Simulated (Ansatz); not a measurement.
# C2H9GaS: reading failed and doubtful runs

Aim: try 3 inputs for C2H9GaS as typed, read how each ends, and find what has to change.

Program: Ansatz 0.2.0, Gaussian basis. Level of theory: the settings change from run to run. These are calculated values, not measurements.

**1. The molecule**

The geometry comes from an earlier relaxation with PBE0-D4 in a triple-zeta def2 set; it is a stationary point, not always the lowest conformer.

SMILES `[CH3][GaH-]([CH3])[SH2+]`, 13 atoms, charge 0, spin multiplicity 1.

Atoms are counted from 1 here; the program's logs count them from 0.

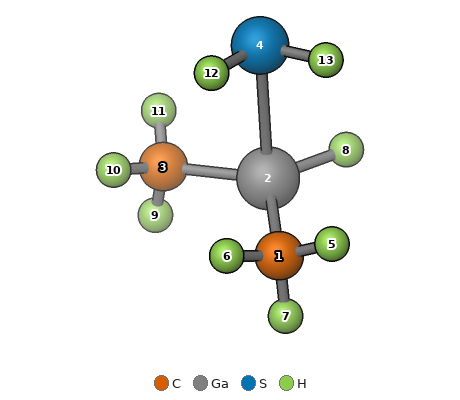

The structure; carbon orange, gallium grey, sulfur blue, hydrogen green; atoms are numbered from 1 in the order of the file.

**2. Try 1**

The input, in.yaml:

```yaml
crystal:
  periodic: [false, false, false]
  atoms:
    - {symbol: C, position_ang: [-0.504569, 1.600537, -0.566335]}
    - {symbol: Ga, position_ang: [-0.160222, -0.353161, -0.669572]}
    - {symbol: C, position_ang: [1.673158, -1.033325, -0.336092]}
    - {symbol: S, position_ang: [-1.188454, -1.039933, 1.686637]}
    - {symbol: H, position_ang: [-1.566708, 1.829677, -0.451918]}
    - {symbol: H, position_ang: [0.043566, 2.067777, 0.256066]}
    - {symbol: H, position_ang: [-0.169383, 2.079975, -1.491309]}
    - {symbol: H, position_ang: [-1.187050, -1.260914, -1.465178]}
    - {symbol: H, position_ang: [2.278554, -0.903163, -1.238317]}
    - {symbol: H, position_ang: [2.171967, -0.488324, 0.469342]}
    - {symbol: H, position_ang: [1.678365, -2.097800, -0.092273]}
    - {symbol: H, position_ang: [-0.685249, -0.021611, 2.404299]}
    - {symbol: H, position_ang: [-2.363574, -0.414434, 1.509449]}
basis:
  gaussian: {orbitals: def2-mTZVP}
total_charge: 1
magnetization: {spin_polarized: true, initial_magnetization: 1}
hamiltonian: {xc: {name: HF}}
correlation: {method: mp2, frozen_orbitals: {C: 9}}
accuracy: high
output: {forces: true}
```

Launch:

```sh
$ ansatz run in.yaml --threads 4 --pin off --events-out ev --progress --plain --max-ram 10444MiB
```

The log of the run:

```text
Functional definition: HF
  name "HF"
  cite "Fock, Z. Phys. 61, 126 (1930) doi:10.1007/BF01340294"
  parent pbe
  exchange = exact_x
  correlation = 0
Error: "frozen_orbitals" has no count for Ga
```

It took 0.05 s on 4 threads of Arm Neoverse V2, shared host.

**Diagnosis.** Refused before any calculation. Frozen orbitals are typed for one element alone, and the program wants a count for each. It also asks for charge 1 and multiplicity 2, another species or state than the molecule above. Fix: leave frozen_orbitals out, or give every element a count that its core really has, and set charge and spin to those of the species named.

**3. Try 2**

The input, in.yaml:

```yaml
crystal:
  periodic: [false, false, false]
  atoms:
    - {symbol: C, position_ang: [-0.953498, 3.024577, -1.070218]}
    - {symbol: Ga, position_ang: [-0.302777, -0.667377, -1.265308]}
    - {symbol: C, position_ang: [3.161812, -1.952702, -0.635121]}
    - {symbol: S, position_ang: [-2.245854, -1.965189, 3.187283]}
    - {symbol: H, position_ang: [-2.960650, 3.457591, -0.854001]}
    - {symbol: H, position_ang: [0.082328, 3.907534, 0.483895]}
    - {symbol: H, position_ang: [-0.320088, 3.930584, -2.818167]}
    - {symbol: H, position_ang: [-2.243201, -2.382783, -2.768786]}
    - {symbol: H, position_ang: [4.305845, -1.706732, -2.340080]}
    - {symbol: H, position_ang: [4.104424, -0.922800, 0.886929]}
    - {symbol: H, position_ang: [3.171651, -3.964268, -0.174371]}
    - {symbol: H, position_ang: [-1.294934, -0.040840, 4.543468]}
    - {symbol: H, position_ang: [-4.466508, -0.783167, 2.852446]}
basis:
  gaussian: {orbitals: def2-mTZVPP}
hamiltonian: {xc: {name: revPBE0}, dispersion: d3bj}
scf: {lower_state_search: full}
output: {forces: true}
```

Same command.

The log of the run (excerpt; [...] marks lines left out):

```text
Functional definition: revPBE0
  name "revPBE0"
  cite "Zhang & Yang, Phys. Rev. Lett. 80, 890 (1998) doi:10.1103/PhysRevLett.80.890"
  cite "Adamo & Barone, J. Chem. Phys. 110, 6158 (1999) doi:10.1063/1.478522"
  cite "Perdew, Burke & Ernzerhof, Phys. Rev. Lett. 77, 3865 (1996) doi:10.1103/PhysRevLett.77.3865"
[...]
1339 factors; integrals over basis functions are off by at most 7.6e-4 eV
[...]
mean field -65389.63685731 eV, -2403.0248318184 hartree, gradient 2.0e-5 eV, S^2 0.000000; 5 other end points of the search recorded, 0 dependent functions left out
[...]
reference -65389.63690981 eV, -2403.0248337476 hartree; 34, 34 occupied and 112, 112 virtual orbitals, 1339 factors
Total energy: -65390.04583146 eV, -2403.0398613413 hartree
Atom 0 at    -0.953498     3.024577    -1.070218 Å, force    -0.325614     2.523220     0.023710 eV/Å
[...]
Atom 3 at    -2.245854    -1.965189     3.187283 Å, force    -1.345842     3.367963     1.038865 eV/Å
Atom 4 at    -2.960650     3.457591    -0.854001 Å, force     2.992650    -0.567940    -0.309931 eV/Å
Atom 5 at     0.082328     3.907534     0.483895 Å, force    -1.588614    -1.231307    -2.335424 eV/Å
Atom 6 at    -0.320088     3.930584    -2.818167 Å, force    -0.959239    -1.276645     2.614226 eV/Å
Atom 7 at    -2.243201    -2.382783    -2.768786 Å, force     0.756278     0.670461     0.599093 eV/Å
Atom 8 at     4.305845    -1.706732    -2.340080 Å, force    -1.639755    -0.394336     2.559052 eV/Å
Atom 9 at     4.104424    -0.922800     0.886929 Å, force    -1.335057    -1.598117    -2.279425 eV/Å
Atom 10 at     3.171651    -3.964268    -0.174371 Å, force     0.058664     2.994902    -0.670388 eV/Å
Atom 11 at    -1.294934    -0.040840     4.543468 Å, force    -1.055005    -2.081409    -1.488606 eV/Å
Atom 12 at    -4.466508    -0.783167     2.852446 Å, force     2.435443    -1.267616     0.372807 eV/Å
Dipole moment:    -0.375688    -0.020872     0.213725 e Å
```

Run time: 6 s. Hardware: 4 threads of Arm Neoverse V2, shared host.

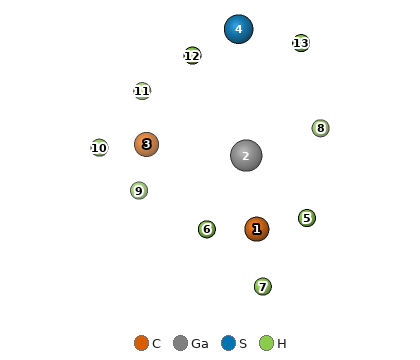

The geometry of this input.

What is wrong: The run converged, but a converged run isn't a right one. The coordinates are in bohr but typed as ångström. The shortest distance is 2.06 Å (C3–H11), against 1.09 Å in the relaxed molecule. Its energy is no property of the relaxed molecule. Fix: take the coordinates from the file in ångström.

**4. Try 3**

The input, in.yaml:

```yaml
crystal:
  periodic: [false, false, false]
  atoms:
    - {symbol: C, position_ang: [-0.504569, 1.600537, -0.566335]}
    - {symbol: Ga, position_ang: [-0.160222, -0.353161, -0.669572]}
    - {symbol: C, position_ang: [1.673158, -1.033325, -0.336092]}
    - {symbol: S, position_ang: [-1.188454, -1.039933, 1.686637]}
    - {symbol: H, position_ang: [-1.566708, 1.829677, -0.451918]}
    - {symbol: H, position_ang: [0.043566, 2.067777, 0.256066]}
    - {symbol: H, position_ang: [-0.169383, 2.079975, -1.491309]}
    - {symbol: H, position_ang: [-1.187050, -1.260914, -1.465178]}
    - {symbol: H, position_ang: [2.278554, -0.903163, -1.238317]}
    - {symbol: H, position_ang: [2.171967, -0.488324, 0.469342]}
    - {symbol: H, position_ang: [1.678365, -2.097800, -0.092273]}
    - {symbol: H, position_ang: [-0.685249, -0.021611, 2.404299]}
    - {symbol: H, position_ang: [-2.363574, -0.414434, 1.509449]}
basis:
  gaussian: {orbitals: cc-pVTZ-rifit}
hamiltonian: {xc: {name: B3LYP}, dispersion: d3bjatm}
output: {forces: true}
```

Launched as before.

The log of the run (excerpt; [...] marks lines left out):

```text
Functional definition: B3LYP
  name "B3LYP"
  cite "Stephens, Devlin, Chabalowski & Frisch, J. Phys. Chem. 98, 11623 (1994) doi:10.1021/j100096a001"
  cite "Becke, Phys. Rev. A 38, 3098 (1988) doi:10.1103/PhysRevA.38.3098"
  cite "Lee, Yang & Parr, Phys. Rev. B 37, 785 (1988) doi:10.1103/PhysRevB.37.785"
  cite "Vosko, Wilk & Nusair, Can. J. Phys. 58, 1200 (1980) doi:10.1139/p80-159"
[...]
2266 factors; their error is unknown
[...]
mean field -54065.72075980 eV, -1986.8785908608 hartree, gradient 2.9e-5 eV, S^2 0.000000; 0 other end points of the search recorded, 0 dependent functions left out
[...]
reference -54065.72097937 eV, -1986.8785989298 hartree; 34, 34 occupied and 686, 686 virtual orbitals, 2266 factors
Total energy: -54066.19286349 eV, -1986.8959403514 hartree
Atom 0 at    -0.504569     1.600537    -0.566335 Å, force    -0.233513    -1.441514     0.131743 eV/Å
[...]
Atom 3 at    -1.188454    -1.039933     1.686637 Å, force     0.236517     0.088337    -0.311824 eV/Å
Atom 4 at    -1.566708     1.829677    -0.451918 Å, force     0.549667     0.162033    -0.034274 eV/Å
Atom 5 at     0.043566     2.067777     0.256066 Å, force    -0.440587    -0.054895    -0.380732 eV/Å
Atom 6 at    -0.169383     2.079975    -1.491309 Å, force    -0.174002    -0.001555     0.511520 eV/Å
Atom 7 at    -1.187050    -1.260914    -1.465178 Å, force    -0.564739    -0.472103     0.043687 eV/Å
Atom 8 at     2.278554    -0.903163    -1.238317 Å, force    -0.079917    -0.107915     0.520635 eV/Å
Atom 9 at     2.171967    -0.488324     0.469342 Å, force    -0.111224    -0.468883    -0.338624 eV/Å
Atom 10 at     1.678365    -2.097800    -0.092273 Å, force     0.263707     0.478853    -0.062818 eV/Å
Atom 11 at    -0.685249    -0.021611     2.404299 Å, force     0.060515     0.061366    -0.262317 eV/Å
Atom 12 at    -2.363574    -0.414434     1.509449 Å, force     0.135874     0.030789    -0.134709 eV/Å
Dipole moment:    -0.290822     0.053910     0.758526 e Å
```

Wall time 23 s (4 threads of Arm Neoverse V2, shared host); peak memory 3.1 GiB.

What is wrong: It ended without an error, which proves nothing about the input. The set cc-pVTZ-rifit is made for fitting, not for orbitals. Its energy is that of an unsuitable basis. Fix: name an orbital basis such as cc-pVTZ, and keep the fitting set for the fitting key.

**5. Summary**

| try | level | ended | cause | time |
| --- | --- | --- | --- | --- |
| 1 | MP2/def2-mTZVP | refused | frozen orbitals are typed for one element alone, and the program wants a count for each | 0.05 s |
| 2 | revPBE0/def2-mTZVPP | converged | the coordinates are in bohr but typed as ångström | 6 s |
| 3 | B3LYP/cc-pVTZ-rifit | converged | the set cc-pVTZ-rifit is made for fitting, not for orbitals | 23 s |

In words: 1 refused, 2 converged. A refusal costs next to no computing time. The dangerous case is the input that converges on a wrong geometry, charge, spin, basis or grid: often only a look at the input shows it.
